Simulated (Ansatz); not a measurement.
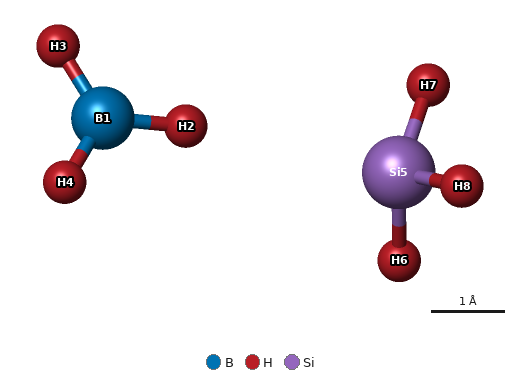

Figure 1. The input geometry (ball-and-stick view, seen at a tilt; atoms are numbered from 1 in the order of the input). Bond lengths as drawn: B–H 1.20 Å and H–Si 1.49 Å.

# Molecular dynamics of BSiH$_{6}$ (part 1 of 3)

The run: molecular dynamics of BSiH$_{6}$, multiplicity 2. Method and program: UKS B3LYP-D4/def2-SVP (Ansatz 0.2.0).

It belongs to a series of runs on one base structure; here: dynamics from the highest image of the converged band. Figures and captions count atoms from 1; the log counts them from 0 in places.

Log
```
Engine: ansatz 0.2.0, aarch64-unknown-linux-gnu
Functional definition: B3LYP
  parameter a0 = 0.2
  parameter ax = 0.72
  parameter ac = 0.81
  exchange = (1 - a0 - ax)*slater_x + ax*b88_x + a0*exact_x
  correlation = (1 - ac)*vwn_rpa_c + ac*lyp_c
666 factors; integrals over basis functions are off by at most 4.7e-4 eV
mean field evaluation 1: about -8644.9778 eV, gradient 1.1e1 eV
mean field evaluation 2: about -8645.9003 eV, gradient 7.5e0 eV
mean field evaluation 4: about -8646.3648 eV, gradient 1.2e-1 eV
mean field evaluation 8: about -8646.3710 eV, gradient 3.2e-3 eV
mean field -8646.37096534 eV, -317.7482722553 hartree, gradient 4.5e-5 eV, S^2 0.751529; 0 other end points of the search recorded, 0 dependent functions left out
the calculation of the forces begins
reference -8646.37124502 eV, -317.7482825334 hartree; 13, 12 occupied and 49, 50 virtual orbitals, 666 factors
md step     0: t =     0.00 fs  T =   100.0 K  F+E_penalty+E_count = -8646.47515852 eV  E_kin = 0.077556 eV  conserved = -8646.39760252 eV  (23 SCF iters)
these checks for a lower state are left out or cut short: starts, cluster_reference, orbital_swaps, neighbouring_geometries, increment
666 factors; integrals over basis functions are off by at most 4.6e-4 eV
mean field evaluation 16: about -8646.3696 eV, gradient 2.3e-1 eV
mean field -8646.36992773 eV, -317.7482341239 hartree, gradient 9.6e-6 eV, S^2 0.751525; 0 other end points of the search recorded, 0 dependent functions left out
the calculation of the forces begins
reference -8646.37020749 eV, -317.7482444051 hartree; 13, 12 occupied and 49, 50 virtual orbitals, 666 factors
md step     1: t =     0.50 fs  T =    98.6 K  F+E_penalty+E_count = -8646.47404300 eV  E_kin = 0.076454 eV  conserved = -8646.39758935 eV  (22 SCF iters)
[... from here on the SCF iterations and repeated set-up lines of each step are left out, up to the last step ...]
md step     2: t =     1.00 fs  T =    94.5 K  F+E_penalty+E_count = -8646.47085988 eV  E_kin = 0.073307 eV  conserved = -8646.39755329 eV  (22 SCF iters)
md step     3: t =     1.50 fs  T =    88.6 K  F+E_penalty+E_count = -8646.46618290 eV  E_kin = 0.068682 eV  conserved = -8646.39750084 eV  (22 SCF iters)
md step     4: t =     2.00 fs  T =    81.7 K  F+E_penalty+E_count = -8646.46083938 eV  E_kin = 0.063396 eV  conserved = -8646.39744303 eV  (22 SCF iters)
md step     5: t =     2.50 fs  T =    75.2 K  F+E_penalty+E_count = -8646.45574151 eV  E_kin = 0.058350 eV  conserved = -8646.39739145 eV  (21 SCF iters)
md step     6: t =     3.00 fs  T =    70.1 K  F+E_penalty+E_count = -8646.45170427 eV  E_kin = 0.054348 eV  conserved = -8646.39735610 eV  (21 SCF iters)
md step     7: t =     3.50 fs  T =    67.0 K  F+E_penalty+E_count = -8646.44928786 eV  E_kin = 0.051945 eV  conserved = -8646.39734311 eV  (21 SCF iters)
md step     8: t =     4.00 fs  T =    66.2 K  F+E_penalty+E_count = -8646.44870073 eV  E_kin = 0.051347 eV  conserved = -8646.39735346 eV  (21 SCF iters)
md step     9: t =     4.50 fs  T =    67.6 K  F+E_penalty+E_count = -8646.44978299 eV  E_kin = 0.052400 eV  conserved = -8646.39738315 eV  (21 SCF iters)
md step    10: t =     5.00 fs  T =    70.5 K  F+E_penalty+E_count = -8646.45206809 eV  E_kin = 0.054643 eV  conserved = -8646.39742460 eV  (21 SCF iters)
md step    11: t =     5.50 fs  T =    74.1 K  F+E_penalty+E_count = -8646.45490117 eV  E_kin = 0.057432 eV  conserved = -8646.39746880 eV  (22 SCF iters)
md step    12: t =     6.00 fs  T =    77.5 K  F+E_penalty+E_count = -8646.45758129 eV  E_kin = 0.060074 eV  conserved = -8646.39750735 eV  (22 SCF iters)
md step    13: t =     6.50 fs  T =    79.9 K  F+E_penalty+E_count = -8646.45949555 eV  E_kin = 0.061962 eV  conserved = -8646.39753388 eV  (22 SCF iters)
md step    14: t =     7.00 fs  T =    80.8 K  F+E_penalty+E_count = -8646.46022110 eV  E_kin = 0.062677 eV  conserved = -8646.39754436 eV  (22 SCF iters)
md step    15: t =     7.50 fs  T =    80.0 K  F+E_penalty+E_count = -8646.45958639 eV  E_kin = 0.062048 eV  conserved = -8646.39753867 eV  (22 SCF iters)
md step    16: t =     8.00 fs  T =    77.6 K  F+E_penalty+E_count = -8646.45768421 eV  E_kin = 0.060166 eV  conserved = -8646.39751793 eV  (22 SCF iters)
md step    17: t =     8.50 fs  T =    74.0 K  F+E_penalty+E_count = -8646.45484869 eV  E_kin = 0.057363 eV  conserved = -8646.39748569 eV  (22 SCF iters)
md step    18: t =     9.00 fs  T =    69.8 K  F+E_penalty+E_count = -8646.45159657 eV  E_kin = 0.054149 eV  conserved = -8646.39744724 eV  (22 SCF iters)
md step    19: t =     9.50 fs  T =    65.9 K  F+E_penalty+E_count = -8646.44854142 eV  E_kin = 0.051132 eV  conserved = -8646.39740910 eV  (22 SCF iters)
md step    20: t =    10.00 fs  T =    63.1 K  F+E_penalty+E_count = -8646.44628874 eV  E_kin = 0.048911 eV  conserved = -8646.39737816 eV  (21 SCF iters)
md step    21: t =    10.50 fs  T =    61.8 K  F+E_penalty+E_count = -8646.44532525 eV  E_kin = 0.047964 eV  conserved = -8646.39736089 eV  (24 SCF iters)
md step    22: t =    11.00 fs  T =    62.6 K  F+E_penalty+E_count = -8646.44592006 eV  E_kin = 0.048559 eV  conserved = -8646.39736139 eV  (21 SCF iters)
md step    23: t =    11.50 fs  T =    65.3 K  F+E_penalty+E_count = -8646.44806140 eV  E_kin = 0.050681 eV  conserved = -8646.39738035 eV  (21 SCF iters)
md step    24: t =    12.00 fs  T =    69.7 K  F+E_penalty+E_count = -8646.45144809 eV  E_kin = 0.054034 eV  conserved = -8646.39741430 eV  (22 SCF iters)
md step    25: t =    12.50 fs  T =    74.9 K  F+E_penalty+E_count = -8646.45554562 eV  E_kin = 0.058090 eV  conserved = -8646.39745607 eV  (22 SCF iters)
md step    26: t =    13.00 fs  T =    80.2 K  F+E_penalty+E_count = -8646.45969859 eV  E_kin = 0.062202 eV  conserved = -8646.39749645 eV  (22 SCF iters)
md step    27: t =    13.50 fs  T =    84.8 K  F+E_penalty+E_count = -8646.46327388 eV  E_kin = 0.065747 eV  conserved = -8646.39752673 eV  (22 SCF iters)
md step    28: t =    14.00 fs  T =    88.0 K  F+E_penalty+E_count = -8646.46579612 eV  E_kin = 0.068255 eV  conserved = -8646.39754090 eV  (22 SCF iters)
md step    29: t =    14.50 fs  T =    89.6 K  F+E_penalty+E_count = -8646.46703896 eV  E_kin = 0.069501 eV  conserved = -8646.39753759 eV  (22 SCF iters)
md step    30: t =    15.00 fs  T =    89.6 K  F+E_penalty+E_count = -8646.46704714 eV  E_kin = 0.069527 eV  conserved = -8646.39751997 eV  (22 SCF iters)
md step    31: t =    15.50 fs  T =    88.4 K  F+E_penalty+E_count = -8646.46608838 eV  E_kin = 0.068594 eV  conserved = -8646.39749444 eV  (22 SCF iters)
md step    32: t =    16.00 fs  T =    86.5 K  F+E_penalty+E_count = -8646.46455578 eV  E_kin = 0.067087 eV  conserved = -8646.39746876 eV  (22 SCF iters)
md step    33: t =    16.50 fs  T =    84.3 K  F+E_penalty+E_count = -8646.46285337 eV  E_kin = 0.065405 eV  conserved = -8646.39744799 eV  (22 SCF iters)
md step    34: t =    17.00 fs  T =    82.4 K  F+E_penalty+E_count = -8646.46130626 eV  E_kin = 0.063871 eV  conserved = -8646.39743566 eV  (22 SCF iters)
md step    35: t =    17.50 fs  T =    80.8 K  F+E_penalty+E_count = -8646.46010998 eV  E_kin = 0.062678 eV  conserved = -8646.39743169 eV  (22 SCF iters)
md step    36: t =    18.00 fs  T =    79.8 K  F+E_penalty+E_count = -8646.45932992 eV  E_kin = 0.061896 eV  conserved = -8646.39743380 eV  (22 SCF iters)
md step    37: t =    18.50 fs  T =    79.3 K  F+E_penalty+E_count = -8646.45893547 eV  E_kin = 0.061497 eV  conserved = -8646.39743881 eV  (22 SCF iters)
md step    38: t =    19.00 fs  T =    79.2 K  F+E_penalty+E_count = -8646.45884797 eV  E_kin = 0.061404 eV  conserved = -8646.39744408 eV  (22 SCF iters)
md step    39: t =    19.50 fs  T =    79.3 K  F+E_penalty+E_count = -8646.45898208 eV  E_kin = 0.061534 eV  conserved = -8646.39744822 eV  (22 SCF iters)
md step    40: t =    20.00 fs  T =    79.7 K  F+E_penalty+E_count = -8646.45926828 eV  E_kin = 0.061817 eV  conserved = -8646.39745121 eV  (22 SCF iters)
md step    41: t =    20.50 fs  T =    80.2 K  F+E_penalty+E_count = -8646.45965440 eV  E_kin = 0.062200 eV  conserved = -8646.39745401 eV  (22 SCF iters)
md step    42: t =    21.00 fs  T =    80.8 K  F+E_penalty+E_count = -8646.46009227 eV  E_kin = 0.062634 eV  conserved = -8646.39745780 eV  (22 SCF iters)
md step    43: t =    21.50 fs  T =    81.3 K  F+E_penalty+E_count = -8646.46051999 eV  E_kin = 0.063057 eV  conserved = -8646.39746338 eV  (24 SCF iters)
md step    44: t =    22.00 fs  T =    81.7 K  F+E_penalty+E_count = -8646.46085016 eV  E_kin = 0.063379 eV  conserved = -8646.39747067 eV  (22 SCF iters)
md step    45: t =    22.50 fs  T =    81.9 K  F+E_penalty+E_count = -8646.46097080 eV  E_kin = 0.063493 eV  conserved = -8646.39747813 eV  (22 SCF iters)
md step    46: t =    23.00 fs  T =    81.6 K  F+E_penalty+E_count = -8646.46076393 eV  E_kin = 0.063279 eV  conserved = -8646.39748469 eV  (23 SCF iters)
md step    47: t =    23.50 fs  T =    80.8 K  F+E_penalty+E_count = -8646.46013229 eV  E_kin = 0.062645 eV  conserved = -8646.39748771 eV  (22 SCF iters)
md step    48: t =    24.00 fs  T =    79.4 K  F+E_penalty+E_count = -8646.45903485 eV  E_kin = 0.061550 eV  conserved = -8646.39748534 eV  (22 SCF iters)
md step    49: t =    24.50 fs  T =    77.4 K  F+E_penalty+E_count = -8646.45751482 eV  E_kin = 0.060038 eV  conserved = -8646.39747671 eV  (22 SCF iters)
md step    50: t =    25.00 fs  T =    75.1 K  F+E_penalty+E_count = -8646.45571241 eV  E_kin = 0.058250 eV  conserved = -8646.39746236 eV  (22 SCF iters)
md step    51: t =    25.50 fs  T =    72.7 K  F+E_penalty+E_count = -8646.45385586 eV  E_kin = 0.056411 eV  conserved = -8646.39744445 eV  (22 SCF iters)
md step    52: t =    26.00 fs  T =    70.7 K  F+E_penalty+E_count = -8646.45222892 eV  E_kin = 0.054803 eV  conserved = -8646.39742613 eV  (22 SCF iters)
md step    53: t =    26.50 fs  T =    69.3 K  F+E_penalty+E_count = -8646.45112168 eV  E_kin = 0.053711 eV  conserved = -8646.39741099 eV  (22 SCF iters)
md step    54: t =    27.00 fs  T =    68.8 K  F+E_penalty+E_count = -8646.45077390 eV  E_kin = 0.053372 eV  conserved = -8646.39740231 eV  (22 SCF iters)
md step    55: t =    27.50 fs  T =    69.5 K  F+E_penalty+E_count = -8646.45132341 eV  E_kin = 0.053921 eV  conserved = -8646.39740235 eV  (22 SCF iters)
md step    56: t =    28.00 fs  T =    71.4 K  F+E_penalty+E_count = -8646.45276986 eV  E_kin = 0.055358 eV  conserved = -8646.39741193 eV  (22 SCF iters)
md step    57: t =    28.50 fs  T =    74.2 K  F+E_penalty+E_count = -8646.45496171 eV  E_kin = 0.057532 eV  conserved = -8646.39743013 eV  (22 SCF iters)
md step    58: t =    29.00 fs  T =    77.6 K  F+E_penalty+E_count = -8646.45761023 eV  E_kin = 0.060156 eV  conserved = -8646.39745425 eV  (22 SCF iters)
md step    59: t =    29.50 fs  T =    81.0 K  F+E_penalty+E_count = -8646.46033113 eV  E_kin = 0.062851 eV  conserved = -8646.39748031 eV  (22 SCF iters)
md step    60: t =    30.00 fs  T =    84.1 K  F+E_penalty+E_count = -8646.46270787 eV  E_kin = 0.065204 eV  conserved = -8646.39750358 eV  (22 SCF iters)
md step    61: t =    30.50 fs  T =    86.2 K  F+E_penalty+E_count = -8646.46436715 eV  E_kin = 0.066848 eV  conserved = -8646.39751950 eV  (22 SCF iters)
md step    62: t =    31.00 fs  T =    87.1 K  F+E_penalty+E_count = -8646.46505125 eV  E_kin = 0.067527 eV  conserved = -8646.39752472 eV  (22 SCF iters)
md step    63: t =    31.50 fs  T =    86.6 K  F+E_penalty+E_count = -8646.46467180 eV  E_kin = 0.067153 eV  conserved = -8646.39751830 eV  (22 SCF iters)
md step    64: t =    32.00 fs  T =    84.9 K  F+E_penalty+E_count = -8646.46333030 eV  E_kin = 0.065830 eV  conserved = -8646.39750044 eV  (22 SCF iters)
md step    65: t =    32.50 fs  T =    82.3 K  F+E_penalty+E_count = -8646.46130589 eV  E_kin = 0.063831 eV  conserved = -8646.39747459 eV  (24 SCF iters)
md step    66: t =    33.00 fs  T =    79.4 K  F+E_penalty+E_count = -8646.45900576 eV  E_kin = 0.061561 eV  conserved = -8646.39744525 eV  (22 SCF iters)
md step    67: t =    33.50 fs  T =    76.7 K  F+E_penalty+E_count = -8646.45689422 eV  E_kin = 0.059477 eV  conserved = -8646.39741757 eV  (22 SCF iters)
md step    68: t =    34.00 fs  T =    74.8 K  F+E_penalty+E_count = -8646.45541116 eV  E_kin = 0.058015 eV  conserved = -8646.39739636 eV  (21 SCF iters)
md step    69: t =    34.50 fs  T =    74.2 K  F+E_penalty+E_count = -8646.45489452 eV  E_kin = 0.057509 eV  conserved = -8646.39738549 eV  (21 SCF iters)
md step    70: t =    35.00 fs  T =    75.0 K  F+E_penalty+E_count = -8646.45551818 eV  E_kin = 0.058131 eV  conserved = -8646.39738728 eV  (21 SCF iters)
md step    71: t =    35.50 fs  T =    77.2 K  F+E_penalty+E_count = -8646.45725457 eV  E_kin = 0.059852 eV  conserved = -8646.39740221 eV  (21 SCF iters)
md step    72: t =    36.00 fs  T =    80.5 K  F+E_penalty+E_count = -8646.45986770 eV  E_kin = 0.062439 eV  conserved = -8646.39742862 eV  (21 SCF iters)
md step    73: t =    36.50 fs  T =    84.4 K  F+E_penalty+E_count = -8646.46293969 eV  E_kin = 0.065477 eV  conserved = -8646.39746286 eV  (22 SCF iters)
md step    74: t =    37.00 fs  T =    88.2 K  F+E_penalty+E_count = -8646.46593009 eV  E_kin = 0.068431 eV  conserved = -8646.39749951 eV  (23 SCF iters)
md step    75: t =    37.50 fs  T =    91.2 K  F+E_penalty+E_count = -8646.46826251 eV  E_kin = 0.070731 eV  conserved = -8646.39753156 eV  (22 SCF iters)
md step    76: t =    38.00 fs  T =    92.7 K  F+E_penalty+E_count = -8646.46943069 eV  E_kin = 0.071877 eV  conserved = -8646.39755321 eV  (22 SCF iters)
md step    77: t =    38.50 fs  T =    92.2 K  F+E_penalty+E_count = -8646.46910070 eV  E_kin = 0.071542 eV  conserved = -8646.39755862 eV  (22 SCF iters)
md step    78: t =    39.00 fs  T =    89.8 K  F+E_penalty+E_count = -8646.46719644 eV  E_kin = 0.069651 eV  conserved = -8646.39754509 eV  (22 SCF iters)
md step    79: t =    39.50 fs  T =    85.6 K  F+E_penalty+E_count = -8646.46393960 eV  E_kin = 0.066426 eV  conserved = -8646.39751376 eV  (22 SCF iters)
md step    80: t =    40.00 fs  T =    80.4 K  F+E_penalty+E_count = -8646.45982930 eV  E_kin = 0.062359 eV  conserved = -8646.39746998 eV  (22 SCF iters)
md step    81: t =    40.50 fs  T =    75.0 K  F+E_penalty+E_count = -8646.45555676 eV  E_kin = 0.058134 eV  conserved = -8646.39742310 eV  (22 SCF iters)
md step    82: t =    41.00 fs  T =    70.2 K  F+E_penalty+E_count = -8646.45186421 eV  E_kin = 0.054482 eV  conserved = -8646.39738221 eV  (22 SCF iters)
md step    83: t =    41.50 fs  T =    67.1 K  F+E_penalty+E_count = -8646.44938790 eV  E_kin = 0.052030 eV  conserved = -8646.39735770 eV  (21 SCF iters)
md step    84: t =    42.00 fs  T =    66.0 K  F+E_penalty+E_count = -8646.44851146 eV  E_kin = 0.051157 eV  conserved = -8646.39735467 eV  (21 SCF iters)
md step    85: t =    42.50 fs  T =    66.9 K  F+E_penalty+E_count = -8646.44928247 eV  E_kin = 0.051909 eV  conserved = -8646.39737344 eV  (21 SCF iters)
md step    86: t =    43.00 fs  T =    69.6 K  F+E_penalty+E_count = -8646.45140716 eV  E_kin = 0.053998 eV  conserved = -8646.39740913 eV  (21 SCF iters)
md step    87: t =    43.50 fs  T =    73.3 K  F+E_penalty+E_count = -8646.45432548 eV  E_kin = 0.056872 eV  conserved = -8646.39745330 eV  (22 SCF iters)
md step    88: t =    44.00 fs  T =    77.2 K  F+E_penalty+E_count = -8646.45734289 eV  E_kin = 0.059847 eV  conserved = -8646.39749603 eV  (24 SCF iters)
md step    89: t =    44.50 fs  T =    80.3 K  F+E_penalty+E_count = -8646.45978361 eV  E_kin = 0.062255 eV  conserved = -8646.39752871 eV  (22 SCF iters)
md step    90: t =    45.00 fs  T =    82.0 K  F+E_penalty+E_count = -8646.46112696 eV  E_kin = 0.063581 eV  conserved = -8646.39754553 eV  (22 SCF iters)
md step    91: t =    45.50 fs  T =    81.9 K  F+E_penalty+E_count = -8646.46110045 eV  E_kin = 0.063556 eV  conserved = -8646.39754427 eV  (22 SCF iters)
md step    92: t =    46.00 fs  T =    80.2 K  F+E_penalty+E_count = -8646.45971642 eV  E_kin = 0.062190 eV  conserved = -8646.39752627 eV  (23 SCF iters)
md step    93: t =    46.50 fs  T =    77.1 K  F+E_penalty+E_count = -8646.45725322 eV  E_kin = 0.059757 eV  conserved = -8646.39749607 eV  (22 SCF iters)
md step    94: t =    47.00 fs  T =    73.1 K  F+E_penalty+E_count = -8646.45418959 eV  E_kin = 0.056731 eV  conserved = -8646.39745879 eV  (22 SCF iters)
md step    95: t =    47.50 fs  T =    69.2 K  F+E_penalty+E_count = -8646.45111385 eV  E_kin = 0.053692 eV  conserved = -8646.39742141 eV  (22 SCF iters)
```
